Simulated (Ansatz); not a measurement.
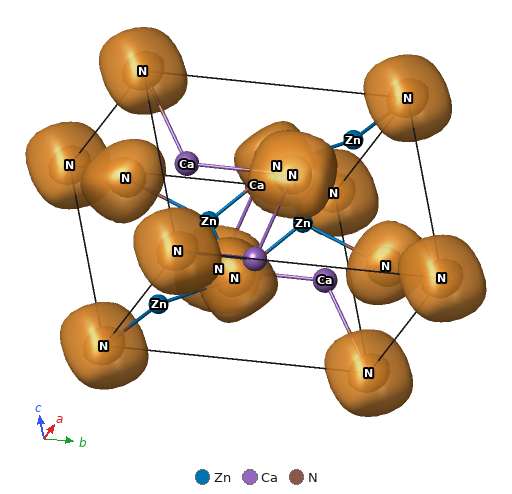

The picture shows: Ca₂Zn₂N₃. Isosurface of the ELF at 0.7 (orange), seen at an oblique angle. Core shells are left out. Sticks mark near contacts.

Space group P2₁/c; built by placing these elements on a known structure type; not relaxed (largest force 1.2 eV/Å); computed pressure about 2 GPa in this cell.

Theory: DFT, PAW plane waves, PBE (Ansatz 0.2.0).

```
Zn Ca N
1.0
     5.96205    0.00000    0.00000
     0.00000    6.09727    0.00000
    -2.78933    0.00000    5.34685
Zn Ca N
4 4 6
Direct
  0.33500 0.12200 0.07300
  0.66500 0.62200 0.42700
  0.66500 0.87800 0.92700
  0.33500 0.37800 0.57300
  0.15200 0.84600 0.41100
  0.84800 0.34600 0.08900
  0.84800 0.15400 0.58900
  0.15200 0.65400 0.91100
  0.37200 0.42500 0.24700
  0.62800 0.92500 0.25300
  0.62800 0.57500 0.75300
  0.37200 0.07500 0.74700
  0.00000 0.00000 0.00000
  0.00000 0.50000 0.50000
```

> What do the ELF domains correspond to?

The ELF exceeds this value in six regions wrapped around N (the valence shell of each), counted in one cell of 14 atoms. Regions shared between cells count once. Along the contacts the grid gives the following. Zn–N (1.98 Å): the ELF peaks at about 0.80 in the valence shell of N, 0.6 Å from its nucleus, and is about 0.35 at the midpoint. Ca–N (2.31 Å): the ELF peaks at about 0.85 in the valence shell of N, 0.7 Å from its nucleus, and is about 0.15 at the midpoint; no localised pair shows between them.
